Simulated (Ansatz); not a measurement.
**H6N2Sn: density, localisation and related maps**

Input

```
crystal:
  periodic: [false, false, false]
  atoms:
    - {symbol: Sn, position_ang: [-0.749182, 0.430147, 0.650818]}
    - {symbol: N, position_ang: [1.145047, -0.440569, -0.028006]}
    - {symbol: N, position_ang: [-1.040938, -0.220817, -1.178583]}
    - {symbol: H, position_ang: [0.393670, -0.481665, -0.957539]}
    - {symbol: H, position_ang: [-0.442870, 2.044183, 1.164548]}
    - {symbol: H, position_ang: [-1.160759, -0.530998, 2.009751]}
    - {symbol: H, position_ang: [1.943595, 0.166386, -0.167628]}
    - {symbol: H, position_ang: [1.466585, -1.330670, 0.334810]}
    - {symbol: H, position_ang: [-1.555350, 0.364104, -1.828170]}
basis:
  gaussian: {orbitals: def2-TZVPP}
hamiltonian: {xc: pbe0, dispersion: d4}
output: {orbitals: {seedname: orbitals}}
```

Run with:

```sh
ansatz run in.yaml --threads 4 --pin off --events-out ev --progress --plain --max-ram 9574MiB
```

A transition-state structure; geometry: PBE0-D4/def2-TZVP; core potentials replace the inner electrons of Sn.

These are results of RKS PBE0-D4/def2-TZVPP in Ansatz, not measurements.

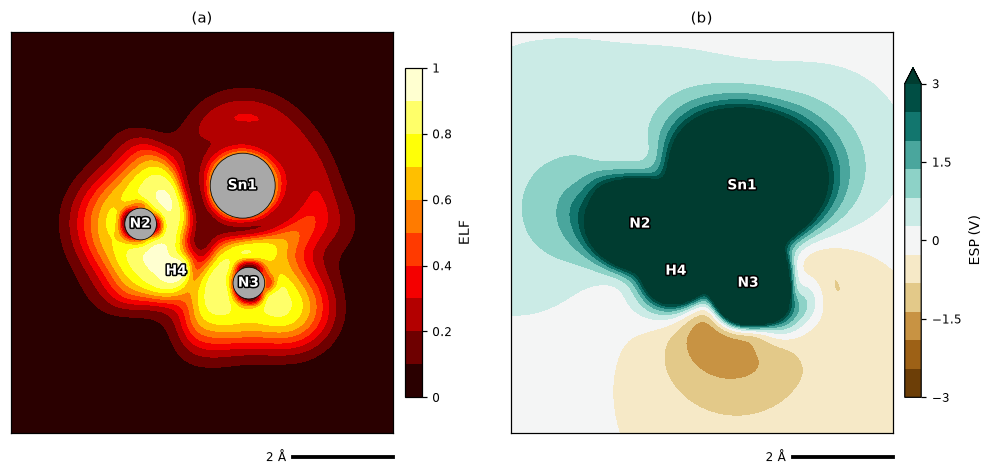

Figure 1. (a) electron localisation function; (b) electrostatic potential on the plane of atoms N2, Sn1 and N3. Grey discs cover the atomic cores in the ELF map.

What does the map show?

Answer.
- The plane passes through Sn, N and H nuclei.
- Sn–N (1.96 Å): the ELF peaks at about 0.80 in the valence shell of N, 0.7 Å from its nucleus, and drops to about 0.20 between the two atoms.
- Sn–N (2.19 Å): the ELF peaks at about 0.90 in the valence shell of N, 0.7 Å from its nucleus, and drops to about 0.15 between the two atoms.
- Outside the dense part of the molecule the potential is most negative (−1.9 V) near N3.

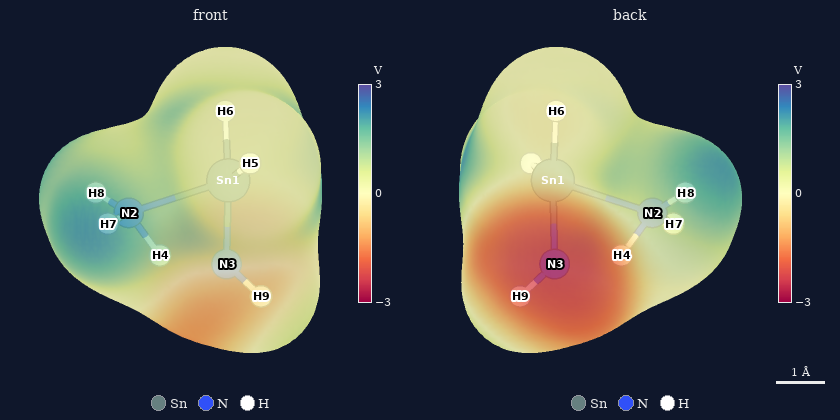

Figure 2. The electrostatic potential painted on the density surface at 0.002 e/bohr³, seen from the front and from behind; the colour scale runs from red (negative) to blue (positive).

Where is the surface potential most negative and most positive?

Answer. The most negative region (about −2.4 V) lies over N3, the most positive (about +2.2 V) over Sn1, H7 and H8. N3 is the likeliest acceptor of a hydrogen bond.

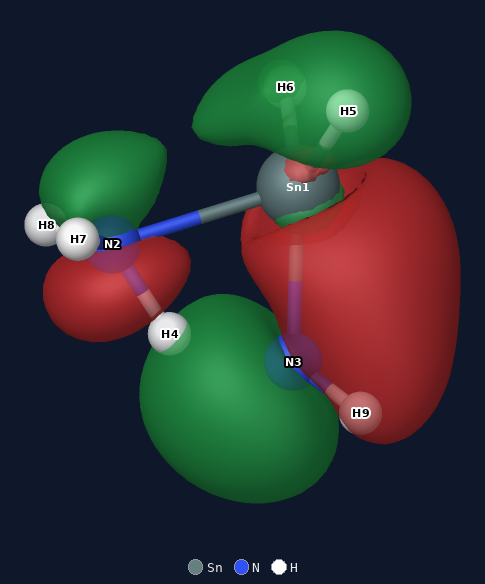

Figure 3. The HOMO−1 at ±0.08 Å⁻³ᐟ² (green and red are the two phases), seen across its widest extent.

Describe this orbital and give its energy.

Answer. By Hirshfeld shares it lies mainly on N3 (about 55 %), Sn1 (about 20 %) and N2 (about 10 %). Its energy is −6.93 eV.
